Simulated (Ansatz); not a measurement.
## Electronic structure of H₁₆PSi₇ (Si8H16 hole disc) (charge +1) in real space

```xyz
24

Si   -1.5039    1.5970   -1.2587
Si    1.5519   -1.4538   -1.2949
Si   -1.4938   -1.6069    1.2590
Si    1.5423    1.4640    1.2952
P    -2.5867   -0.0060    0.0031
Si    0.0786   -2.7829   -0.0361
Si    0.0665    2.7835    0.0294
Si    2.8503    0.0065    0.0033
H    -2.6761    2.4053   -1.7031
H    -0.9791    0.7704   -2.3792
H     2.4255   -2.4123   -2.0387
H     0.7259   -0.6863   -2.2783
H    -2.6614   -2.4217    1.7040
H    -0.9699   -0.7810    2.3804
H     0.7169    0.6955    2.2783
H     2.4100    2.4279    2.0388
H    -3.4820   -0.6842   -0.8601
H    -3.4805    0.6695    0.8700
H    -0.7506   -3.6620   -0.9160
H     0.7961   -3.6046    0.9852
H     0.7818    3.6014   -0.9964
H    -0.7645    3.6652    0.9048
H     3.7021    0.8182   -0.9170
H     3.7007   -0.8027    0.9270
```

Geometry: PBE0-D4/def2-SVP.

Computed with Ansatz, RKS PBE0-D4/def2-TZVP.

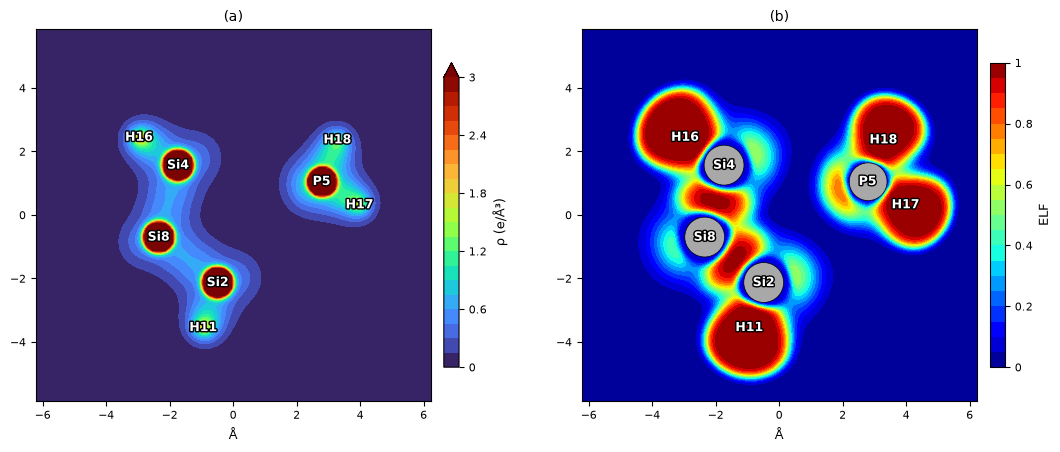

Figure 1. (a) electron density; (b) electron localisation function on the plane of atoms Si2, Si8 and Si4. Grey discs cover the atomic cores in the ELF map.

Describe what can be read from this map.

- The plane passes through Si, P and H nuclei.
- Si–Si (2.35 Å): ρ at the midpoint is about 0.61 e/Å³; the ELF peaks at about 1 between the atoms: a covalent bond.
- P–H (1.42 Å): the density is about 1.1 e/Å³ at the midpoint; the ELF climbs to about 1 towards the hydrogen, as it does in any bond to H.
- Si–H (1.50 Å): ρ at the midpoint is about 0.79 e/Å³; the ELF climbs to about 1 towards the hydrogen.

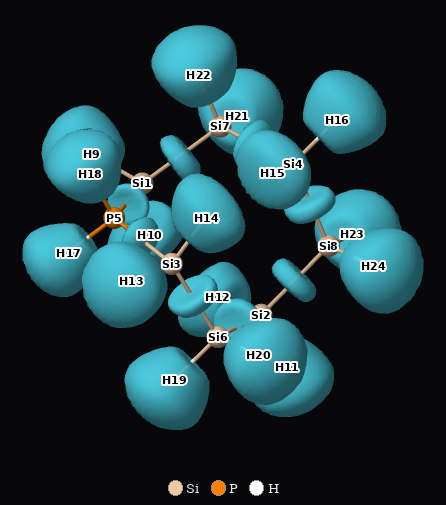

Figure 2. Isosurface of the electron localisation function at 0.9 (cyan), seen at a tilt. Only the valence region is drawn (cores and ρ < 0.01 e/Å³ removed).

What do the ELF domains correspond to?

The surface consists of two regions between bonded P–Si atoms (shared pairs), six regions between bonded Si–Si atoms (shared pairs) and 16 regions around hydrogen nuclei. Along the contacts the grid gives the following. Si–P (2.31 Å): the ELF peaks at about 0.95 between the atoms; a shared electron pair.

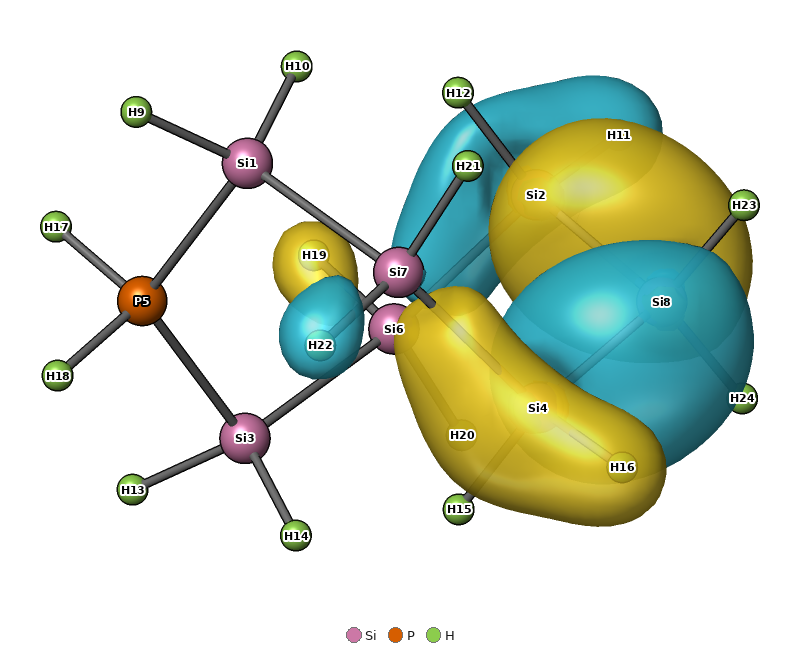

Figure 3. The HOMO at ±0.1 Å⁻³ᐟ² (yellow and cyan are the two phases), seen from one side.

Where does this orbital lie, and at what energy?

It lies mainly on Si8 (about 30 %), Si2 (about 20 %) and Si4 (about 20 %). Its energy is −11.25 eV.
